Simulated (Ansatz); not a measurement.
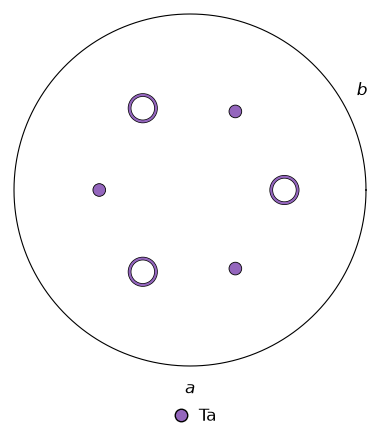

Directions from one sulfur atom at (0, 0, 0.704) to its bonded neighbours, in stereographic projection down c (filled: above the plane of the page or in it, open: below). Crystal: Ta3S4, the end point of a relaxation with DFT PBE, scalar-relativistic, plane waves, PAW in Ansatz; the starting structure was generated, so it need not be a known form of this composition. The drawing is computed from the coordinates (standard cell, symmetry found to 0.002 Å).

Neighbours are counted up to 3.19 Å for Ta.

```
CELL_PARAMETERS angstrom
3.56941 0.00000 0.00000
-1.78471 3.09120 0.00000
0.00000 0.00000 36.76013
ATOMIC_POSITIONS crystal
Ta 0.00000 0.00000 0.00000
Ta 0.66667 0.33333 0.92286
Ta 0.66667 0.33333 0.74380
S 0.00000 0.00000 0.88456
S 0.33333 0.66667 0.78211
S 0.00000 0.00000 0.70387
S 0.33333 0.66667 0.96279
Ta 0.66667 0.33333 0.33333
Ta 0.33333 0.66667 0.25620
Ta 0.33333 0.66667 0.07714
S 0.66667 0.33333 0.21789
S 0.00000 0.00000 0.11544
S 0.66667 0.33333 0.03721
S 0.00000 0.00000 0.29613
Ta 0.33333 0.66667 0.66667
Ta 0.00000 0.00000 0.58953
Ta 0.00000 0.00000 0.41047
S 0.33333 0.66667 0.55122
S 0.66667 0.33333 0.44878
S 0.33333 0.66667 0.37054
S 0.66667 0.33333 0.62946
```

**How many neighbours are there, and at what angles?**

6: 3 Ta at 2.47 Å, 3 Ta at 2.53 Å. Angles between bonds: 89° (6×), 90° (3×), 92° (3×), 178° (3×).

**What is the site's symmetry in the crystal?**

Point group 3m (C3v), order 6: one threefold axis, three mirror planes. In R-3m (No. 166, hexagonal axes) this is Wyckoff position 6c.
